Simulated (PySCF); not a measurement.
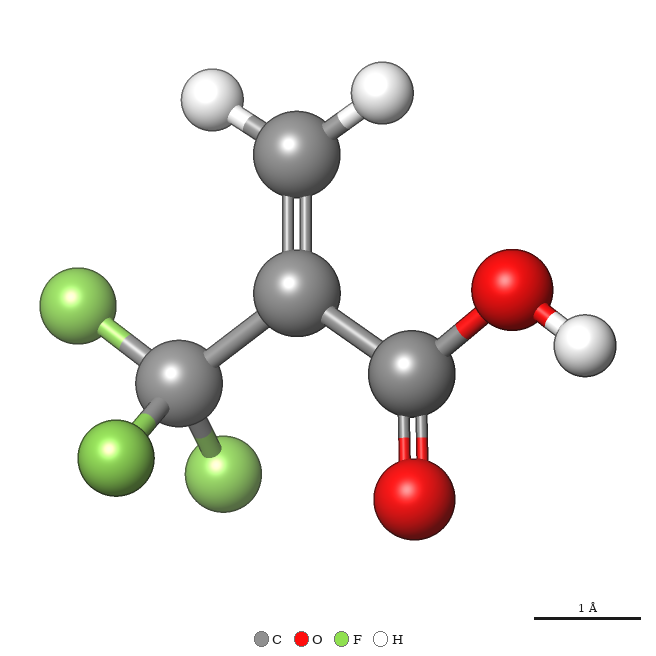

The picture shows a molecular structure as a ball-and-stick model.

Computed geometry: GFN2-xTB optimisation. No frequency run is at hand to confirm it as a minimum.

Which formula does it have?

C₄H₃F₃O₂, 12 atoms: 4 carbon, 3 hydrogen, 3 fluorine and 2 oxygen.

Write the SMILES.

C=C(C(=O)O)C(F)(F)F

How many bonds of each kind are drawn?

3 C–C, 3 C–F, 2 C–O, 2 C–H, 1 O–H.

Name functional groups in it.

Among them: carboxylic acid, alkene, C–F bond.

The parts below concern this one geometry. Atoms keep their numbers from picture to picture.

**Geometry**

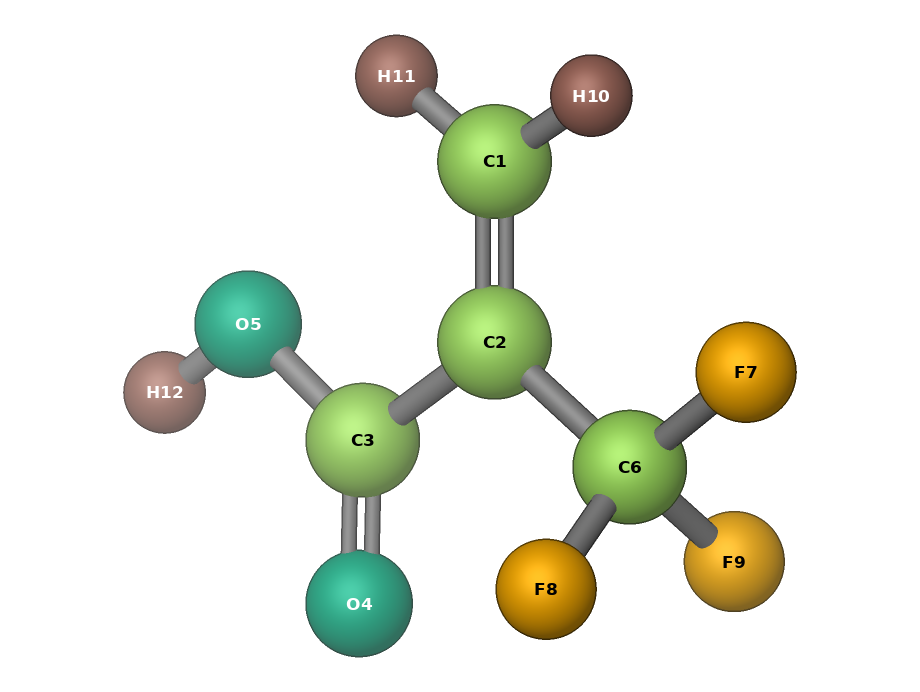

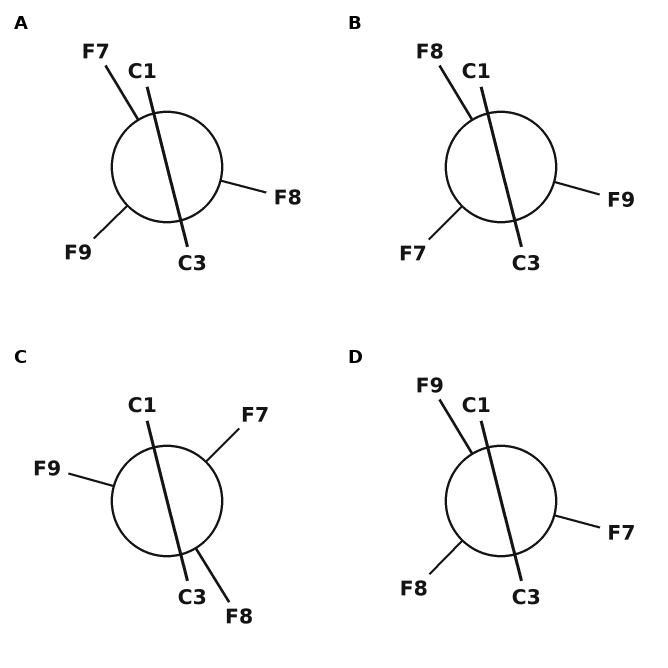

Atoms fade into the background with distance from the viewer. Bonds that would overlap in a projection are set slightly apart. No frequency run is at hand to confirm it as a minimum.

Which Newman projection shows the view along C2–C6, with C2 in front?

A. The torsion angle C1–C2–C6–F7 is −1°, synperiplanar (eclipsed).

**Quadrupole coupling**

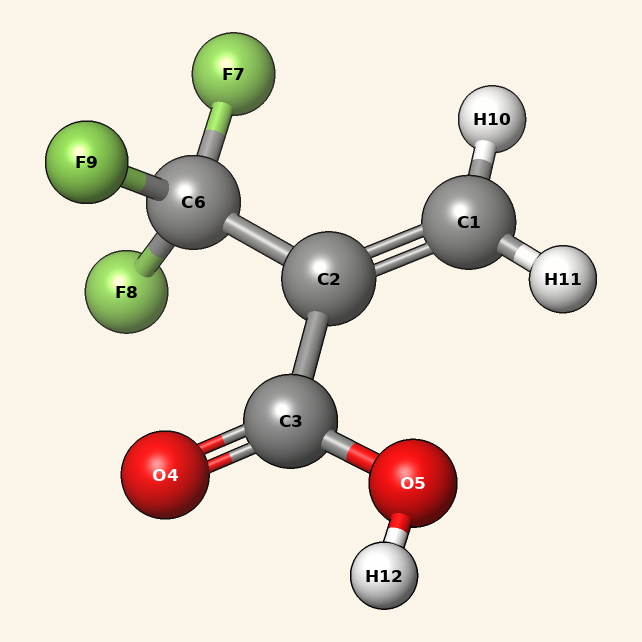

No frequency run is at hand to confirm it as a minimum. Electric field gradients from the ground-state density, PBE0/pcSseg-1 (PySCF 2.14.0), non-relativistic apart from any core potentials.

Give the largest field-gradient component, the quadrupole coupling constant and the asymmetry for 17O at O4 (Q = −25.6 mb), 17O at O5 (Q = −25.6 mb), 2H at H10 (Q = 2.86 mb), 2H at H11 (Q = 2.86 mb).

| atom | V_zz (a.u.) | e²qQ/h (MHz) | η |
| --- | --- | --- | --- |
| O4 | −1.633 | 9.82 | 0.21 |
| O5 | 1.651 | −9.93 | 0.49 |
| H10 | 0.326 | 0.219 | 0.01 |
| H11 | 0.327 | 0.220 | 0.01 |

**Charges**

The questions are on Mulliken charges. No frequency run is at hand to confirm it as a minimum. Properties computed with PBE0/pcSseg-1, gas phase (PySCF 2.14.0).

Which atom carries the highest charge (most positive or least negative)?

C6 (0.95 e).

And the lowest?

C2 (−0.61 e).

Give the Mulliken charges atom by atom.

```
atom  value (e)
  C1       0.07
  C2      −0.61
  C3       0.59
  O4      −0.38
  O5      −0.37
  C6       0.95
  F7      −0.27
  F8      −0.26
  F9      −0.26
 H10       0.14
 H11       0.15
 H12       0.25
```

**Electronic properties**

No frequency run is at hand to confirm it as a minimum. Method: PBE0/def2-SVPD, gas phase (PySCF 2.14.0). Excitations: vertical, linear response.

Give the dipole moment at this level.

4.08 D.

Estimate the lowest vertical singlet excitation.

4.76 eV.

Give the HOMO energy (Kohn–Sham orbital) at this level.

−8.79 eV.

Give the mean static polarisability at this level.

57.6 bohr³.

Mulliken values depend strongly on the basis set and can even reverse the polarity of a bond.
